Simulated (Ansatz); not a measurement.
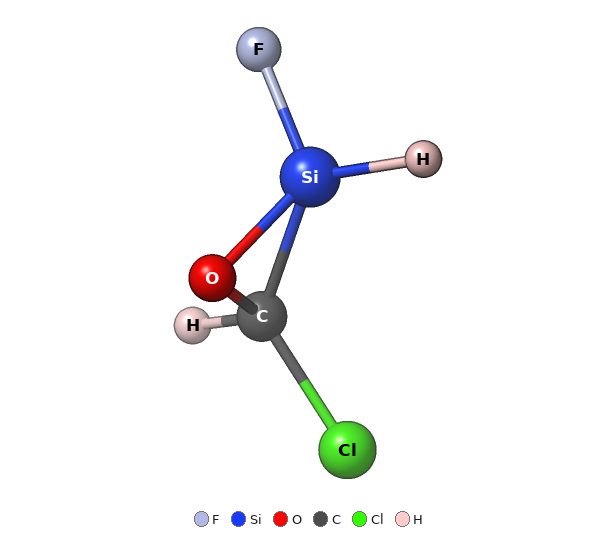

Depth is shown by fading: the farther an atom, the more it takes the colour of the background. The computed structure is the end point of a PBE0-D4/def2-TZVP optimisation.

Question: Which symmetry elements does this geometry have?

Answer: It has no symmetry element but the identity, so the point group is C1. The group has 1 operation. The geometry is chiral, and symmetry allows a dipole moment.
